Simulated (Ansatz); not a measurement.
Run report: AlH2ClF2, geometry relaxation

System: AlH2ClF2.
Method: RKS PBE0-D4/def2-SVP (Ansatz 0.2.0).

It belongs to a series of runs on one base structure; here: end point B relaxed. Figures and captions count atoms from 1; the log counts them from 0 in places.

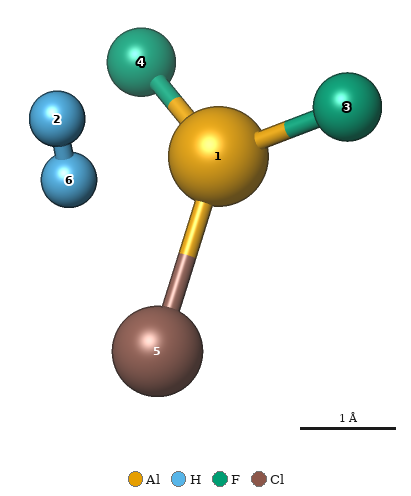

*The input geometry (ball-and-stick view, seen at a tilt; atoms are numbered from 1 in the order of the input). Sticks mark near contacts.*

## Results in brief

| quantity | value |
| --- | --- |
| outcome | converged |
| total energy | −24568.3665 eV |
| mean-field energy | −24568.2777 eV |
| largest force (length of the vector) at the end | 0.014 eV/Å |
| hardware | 1 thread of Arm Neoverse V2, 24 GiB of memory available, shared host |
| wall time | 23 s |
| peak memory | 0.13 GiB |

## Input file
```yaml
crystal:
  periodic: [false, false, false]
  atoms:
    - { symbol: Al, position_ang: [0.027544, -0.588849, -0.371329] }
    - { symbol: H, position_ang: [-0.002189, 0.098422, 2.294052] }
    - { symbol: F, position_ang: [1.435767, 0.174595, -0.750485] }
    - { symbol: F, position_ang: [-1.417719, 0.122042, -0.712501] }
    - { symbol: Cl, position_ang: [0.081872, -2.603717, 0.453964] }
    - { symbol: H, position_ang: [0.023826, -0.583292, 2.054299] }
basis:
  gaussian: { orbitals: def2-SVP }
hamiltonian:
  xc: pbe0
  dispersion: d4
relax:
  f_tol: 0.03
  max_steps: 50
```

Launched with:
```bash
ansatz run input.yaml --threads 1 --pin off --max-ram 2048MiB --backend cpu --events-out ev --progress --plain --runs-dir out
```

## The program's output
```
The last accepted step is kept in [file] (removed where the run ends without a failure and the disk answers)
Engine: ansatz 0.2.0, aarch64-unknown-linux-gnu
Functional definition: PBE0
  parameter a = 0.25
  parameter kappa = 0.804
  parameter beta = 0.06672455060314922
  exchange = (1 - a)*pbe_x(kappa = kappa, mu = beta*pi^2/3) + a*exact_x
  correlation = pbe_c(beta = beta)
720 factors; integrals over basis functions are off by at most 3.3e-4 eV
mean field evaluation 1: about -24564.4393 eV, gradient 4.7e1 eV
mean field evaluation 2: about -24559.1835 eV, gradient 7.6e1 eV
mean field evaluation 4: about -24567.9925 eV, gradient 1.3e0 eV
mean field evaluation 8: about -24568.0099 eV, gradient 6.4e-3 eV
mean field -24568.00990497 eV, -902.8577112124 hartree, gradient 7.1e-5 eV, S^2 0.000000; 0 other end points of the search recorded, 0 dependent functions left out
the calculation of the forces begins
reference -24568.00993306 eV, -902.8577122445 hartree; 25, 25 occupied and 49, 49 virtual orbitals, 720 factors
relax step   1: F+E_penalty+E_count = -24568.10210823 eV  Δ(F+E_penalty+E_count) = +0.000e0 eV  max|allowed force component| = 1.670e0 eV/Å  Δτ_max = 0.0000 Å  (23 SCF iters, accepted)
these checks for a lower state are left out or cut short: starts, cluster_reference, orbital_swaps, neighbouring_geometries, increment
720 factors; integrals over basis functions are off by at most 4.4e-4 eV
mean field evaluation 16: about -24568.1518 eV, gradient 1.2e-1 eV
mean field -24568.15189936 eV, -902.8629294099 hartree, gradient 2.0e-5 eV, S^2 0.000000; 0 other end points of the search recorded, 0 dependent functions left out
the calculation of the forces begins
reference -24568.15192733 eV, -902.8629304378 hartree; 25, 25 occupied and 49, 49 virtual orbitals, 720 factors
relax step   2: F+E_penalty+E_count = -24568.24591598 eV  Δ(F+E_penalty+E_count) = -1.438e-1 eV  max|allowed force component| = 1.240e0 eV/Å  Δτ_max = 0.1910 Å  (27 SCF iters, accepted)
these checks for a lower state are left out or cut short: starts, cluster_reference, orbital_swaps, neighbouring_geometries, increment
720 factors; integrals over basis functions are off by at most 6.8e-4 eV
mean field -24568.24816743 eV, -902.8664671964 hartree, gradient 1.3e-5 eV, S^2 0.000000; 0 other end points of the search recorded, 0 dependent functions left out
the calculation of the forces begins
reference -24568.24819509 eV, -902.8664682130 hartree; 25, 25 occupied and 49, 49 virtual orbitals, 720 factors
relax step   3: F+E_penalty+E_count = -24568.33987739 eV  Δ(F+E_penalty+E_count) = -9.396e-2 eV  max|allowed force component| = 5.073e-1 eV/Å  Δτ_max = 0.1911 Å  (27 SCF iters, accepted)
these checks for a lower state are left out or cut short: starts, cluster_reference, orbital_swaps, neighbouring_geometries, increment
720 factors; integrals over basis functions are off by at most 7.1e-4 eV
mean field evaluation 32: about -24568.2043 eV, gradient 2.7e-4 eV
mean field -24568.20428818 eV, -902.8648546637 hartree, gradient 2.0e-5 eV, S^2 0.000000; 0 other end points of the search recorded, 0 dependent functions left out
the calculation of the forces begins
reference -24568.20431588 eV, -902.8648556816 hartree; 25, 25 occupied and 49, 49 virtual orbitals, 720 factors
relax step   4: F+E_penalty+E_count = -24568.29188686 eV  Δ(F+E_penalty+E_count) = +4.799e-2 eV  max|allowed force component| = 1.054e0 eV/Å  Δτ_max = 0.1952 Å  (27 SCF iters, rejected (line search))
these checks for a lower state are left out or cut short: starts, cluster_reference, orbital_swaps, neighbouring_geometries, increment
720 factors; integrals over basis functions are off by at most 6.6e-4 eV
mean field -24568.27297783 eV, -902.8673789617 hartree, gradient 1.1e-5 eV, S^2 0.000000; 0 other end points of the search recorded, 0 dependent functions left out
the calculation of the forces begins
reference -24568.27300558 eV, -902.8673799814 hartree; 25, 25 occupied and 49, 49 virtual orbitals, 720 factors
relax step   5: F+E_penalty+E_count = -24568.36198743 eV  Δ(F+E_penalty+E_count) = -2.211e-2 eV  max|allowed force component| = 3.122e-1 eV/Å  Δτ_max = 0.0966 Å  (27 SCF iters, accepted)
these checks for a lower state are left out or cut short: starts, cluster_reference, orbital_swaps, neighbouring_geometries, increment
720 factors; integrals over basis functions are off by at most 6.3e-4 eV
mean field -24568.27507556 eV, -902.8674560519 hartree, gradient 1.1e-5 eV, S^2 0.000000; 0 other end points of the search recorded, 0 dependent functions left out
the calculation of the forces begins
reference -24568.27510340 eV, -902.8674570751 hartree; 25, 25 occupied and 49, 49 virtual orbitals, 720 factors
relax step   6: F+E_penalty+E_count = -24568.36331092 eV  Δ(F+E_penalty+E_count) = -1.323e-3 eV  max|allowed force component| = 1.949e-1 eV/Å  Δτ_max = 0.0644 Å  (27 SCF iters, accepted)
these checks for a lower state are left out or cut short: starts, cluster_reference, orbital_swaps, neighbouring_geometries, increment
720 factors; integrals over basis functions are off by at most 6.2e-4 eV
mean field -24568.27713086 eV, -902.8675315827 hartree, gradient 1.1e-5 eV, S^2 0.000000; 0 other end points of the search recorded, 0 dependent functions left out
the calculation of the forces begins
reference -24568.27715870 eV, -902.8675326058 hartree; 25, 25 occupied and 49, 49 virtual orbitals, 720 factors
relax step   7: F+E_penalty+E_count = -24568.36547730 eV  Δ(F+E_penalty+E_count) = -2.166e-3 eV  max|allowed force component| = 7.396e-2 eV/Å  Δτ_max = 0.0269 Å  (27 SCF iters, accepted)
these checks for a lower state are left out or cut short: starts, cluster_reference, orbital_swaps, neighbouring_geometries, increment
720 factors; integrals over basis functions are off by at most 6.0e-4 eV
mean field -24568.27767673 eV, -902.8675516429 hartree, gradient 1.2e-5 eV, S^2 0.000000; 0 other end points of the search recorded, 0 dependent functions left out
the calculation of the forces begins
reference -24568.27770453 eV, -902.8675526648 hartree; 25, 25 occupied and 49, 49 virtual orbitals, 720 factors
relax step   8: F+E_penalty+E_count = -24568.36642357 eV  Δ(F+E_penalty+E_count) = -9.463e-4 eV  max|allowed force component| = 1.355e-2 eV/Å  Δτ_max = 0.0185 Å  (28 SCF iters, accepted)
these checks for a lower state are left out or cut short: starts, cluster_reference, orbital_swaps, neighbouring_geometries, increment
720 factors; integrals over basis functions are off by at most 6.0e-4 eV
mean field evaluation 64: about -24568.2631 eV, gradient 2.2e-3 eV
mean field -24568.27765163 eV, -902.8675507209 hartree, gradient 1.1e-5 eV, S^2 0.000000; 0 other end points of the search recorded, 0 dependent functions left out
the calculation of the forces begins
reference -24568.27767943 eV, -902.8675517425 hartree; 25, 25 occupied and 49, 49 virtual orbitals, 720 factors
relax step   9: F+E_penalty+E_count = -24568.36641036 eV  Δ(F+E_penalty+E_count) = +1.321e-5 eV  max|allowed force component| = 6.916e-2 eV/Å  Δτ_max = 0.0312 Å  (28 SCF iters, rejected (line search))
relax step  10: F+E_penalty+E_count = -24568.36642357 eV  Δ(F+E_penalty+E_count) = +0.000e0 eV  max|allowed force component| = 1.355e-2 eV/Å  Δτ_max = 0.0000 Å  (28 SCF iters, accepted)
```

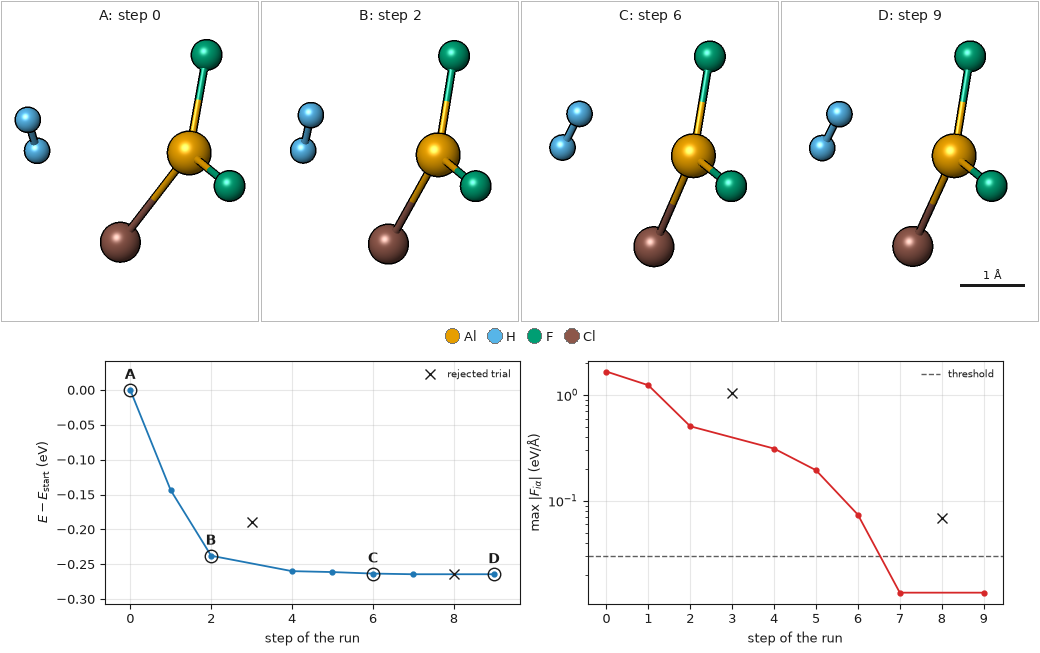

*Frames of the relaxation (ball-and-stick view, seen at a tilt) above the curves, on which the letters mark them (the first geometry is step 0 here and step 1 in the log).*

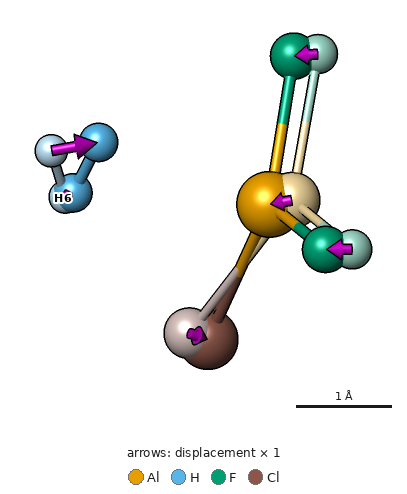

*Start (faint) and end (solid) with the displacements as pink arrows, at true length (ball-and-stick view, seen at a tilt). The two geometries are laid on each other by the best rigid fit.*

The atom that moves furthest after the best rigid fit is H2 (0.51 Å). Largest moves by element: H 0.51 Å, F 0.28 Å, Al 0.24 Å, Cl 0.23 Å. Among the contacts that change: Al1–Cl5 2.178 → 2.080 Å, H2–H6 0.723 → 0.770 Å, Al1–F3 1.646 → 1.652 Å. After 9 geometry steps the energy has fallen by 0.264 eV. The largest force component goes from 1.7 to 0.014 eV/Å. The line search rejected the trial steps at points 3, 8 (counted from 0) and went back. (Atoms are counted from 1 in the order of the input.)

```
720 factors; integrals over basis functions are off by at most 6.0e-4 eV
mean field -24568.27767673 eV, -902.8675516429 hartree, gradient 1.2e-5 eV, S^2 0.000000; 1 other end points of the search recorded, 0 dependent functions left out
the calculation of the forces begins
reference -24568.27770453 eV, -902.8675526648 hartree; 25, 25 occupied and 49, 49 virtual orbitals, 720 factors
Total energy: -24568.36645138 eV, -902.8708140512 hartree
Atom 0 at     0.026227    -0.657925    -0.141486 Å, force    -0.001129     0.003501    -0.002401 eV/Å
Atom 1 at     0.000436     0.238653     1.810041 Å, force    -0.000979     0.013545     0.004852 eV/Å
Atom 2 at     1.424755     0.158140    -0.467894 Å, force    -0.009600    -0.005354     0.001590 eV/Å
Atom 3 at    -1.411353     0.093010    -0.454841 Å, force     0.010899    -0.004910     0.001868 eV/Å
Atom 4 at     0.076018    -2.702124     0.238568 Å, force     0.000108     0.004206    -0.000814 eV/Å
Atom 5 at     0.033018    -0.510553     1.983612 Å, force     0.000701    -0.010990    -0.005094 eV/Å
Dipole moment:    -0.000124     0.025717     0.375540 e Å
```

## Trajectory as extended XYZ (Å, eV, eV/Å), 10 frames, from step=1 to step=10
```
6
Properties=species:S:1:pos:R:3:forces:R:3 step=1 energy=-24568.10211
Al    0.0275   -0.5888   -0.3713    0.0303  -1.3974   0.8029
H    -0.0022    0.0984    2.2941   -0.0609   1.6699   0.3939
F     1.4358    0.1746   -0.7505   -0.0019   0.0016   0.0013
F    -1.4177    0.1220   -0.7125    0.0100  -0.0100  -0.0001
Cl    0.0819   -2.6037    0.4540   -0.0385   1.2706  -0.7498
H     0.0238   -0.5833    2.0543    0.0610  -1.5346  -0.4482
6
Properties=species:S:1:pos:R:3:forces:R:3 step=2 energy=-24568.24592
Al    0.0274   -0.6233   -0.3223    0.0152  -0.5020   0.4558
H    -0.0020    0.2030    2.1343    0.0437  -1.1543  -0.1132
F     1.4333    0.1595   -0.6725    0.0119   0.0396  -0.0040
F    -1.4162    0.1010   -0.6432   -0.0165   0.0360  -0.0080
Cl    0.0789   -2.6178    0.3416   -0.0115   0.3408  -0.2558
H     0.0277   -0.6032    2.1302   -0.0428   1.2399  -0.0748
6
Properties=species:S:1:pos:R:3:forces:R:3 step=3 energy=-24568.33988
Al    0.0256   -0.6359   -0.2022    0.0106  -0.0794   0.2556
H     0.0017    0.2163    1.9437    0.0195  -0.4816  -0.1455
F     1.4297    0.1606   -0.5318    0.0521   0.0565  -0.0447
F    -1.4160    0.0964   -0.5164   -0.0640   0.0564  -0.0477
Cl    0.0761   -2.6508    0.3146    0.0001  -0.0593  -0.0923
H     0.0320   -0.5674    1.9602   -0.0184   0.5073   0.0747
6
Properties=species:S:1:pos:R:3:forces:R:3 step=4 energy=-24568.29189 accepted=F
Al    0.0245   -0.6085   -0.0590    0.0053  -0.4294  -0.5819
H     0.0048    0.2143    1.7485    0.0352  -0.8858   0.6384
F     1.4254    0.1520   -0.4976   -0.0254   0.1009   0.1827
F    -1.4138    0.0848   -0.4889    0.0271   0.1000   0.1862
Cl    0.0748   -2.6735    0.2456   -0.0006   0.0604   0.1169
H     0.0333   -0.5499    2.0193   -0.0415   1.0538  -0.5422
6
Properties=species:S:1:pos:R:3:forces:R:3 step=5 energy=-24568.36199
Al    0.0253   -0.6371   -0.1455    0.0077  -0.1656   0.0264
H     0.0035    0.2257    1.8475    0.0110  -0.2878   0.0052
F     1.4270    0.1597   -0.4945    0.0279   0.0495   0.0099
F    -1.4145    0.0936   -0.4828   -0.0338   0.0494   0.0094
Cl    0.0758   -2.6785    0.2745   -0.0014   0.0424  -0.0261
H     0.0320   -0.5442    1.9688   -0.0114   0.3122  -0.0249
6
Properties=species:S:1:pos:R:3:forces:R:3 step=6 energy=-24568.36331
Al    0.0258   -0.6603   -0.1437    0.0054  -0.0511   0.1082
H     0.0035    0.2436    1.7856    0.0067  -0.1949   0.0621
F     1.4266    0.1612   -0.4424    0.0040  -0.0020  -0.0610
F    -1.4142    0.0945   -0.4314   -0.0079  -0.0003  -0.0615
Cl    0.0761   -2.7068    0.2437   -0.0016   0.0579  -0.0430
H     0.0312   -0.5129    1.9561   -0.0066   0.1904  -0.0048
6
Properties=species:S:1:pos:R:3:forces:R:3 step=7 energy=-24568.36548
Al    0.0258   -0.6586   -0.1295    0.0038  -0.0451  -0.0740
H     0.0035    0.2489    1.8093   -0.0019   0.0391  -0.0149
F     1.4261    0.1529   -0.4623   -0.0223   0.0044   0.0205
F    -1.4134    0.0863   -0.4512    0.0194   0.0071   0.0200
Cl    0.0761   -2.7100    0.2219   -0.0012   0.0520   0.0256
H     0.0309   -0.5002    1.9799    0.0022  -0.0575   0.0229
6
Properties=species:S:1:pos:R:3:forces:R:3 step=8 energy=-24568.36642
Al    0.0262   -0.6579   -0.1415   -0.0011   0.0035  -0.0024
H     0.0004    0.2387    1.8100   -0.0010   0.0135   0.0049
F     1.4248    0.1581   -0.4679   -0.0096  -0.0054   0.0016
F    -1.4114    0.0930   -0.4548    0.0109  -0.0049   0.0019
Cl    0.0760   -2.7021    0.2386    0.0001   0.0042  -0.0008
H     0.0330   -0.5106    1.9836    0.0007  -0.0110  -0.0051
6
Properties=species:S:1:pos:R:3:forces:R:3 step=9 energy=-24568.36641 accepted=F
Al    0.0295   -0.6578   -0.1415   -0.0048   0.0044  -0.0008
H    -0.0307    0.2379    1.8101    0.0056  -0.0666   0.0219
F     1.4296    0.1518   -0.4766   -0.0086  -0.0056   0.0012
F    -1.4068    0.0996   -0.4462    0.0134  -0.0054   0.0025
Cl    0.0762   -2.7021    0.2386    0.0008   0.0040  -0.0015
H     0.0514   -0.5101    1.9836   -0.0065   0.0692  -0.0233
6
Properties=species:S:1:pos:R:3:forces:R:3 step=10 energy=-24568.36642
Al    0.0262   -0.6579   -0.1415   -0.0011   0.0035  -0.0024
H     0.0004    0.2387    1.8100   -0.0010   0.0135   0.0049
F     1.4248    0.1581   -0.4679   -0.0096  -0.0054   0.0016
F    -1.4114    0.0930   -0.4548    0.0109  -0.0049   0.0019
Cl    0.0760   -2.7021    0.2386    0.0001   0.0042  -0.0008
H     0.0330   -0.5106    1.9836    0.0007  -0.0110  -0.0051
```
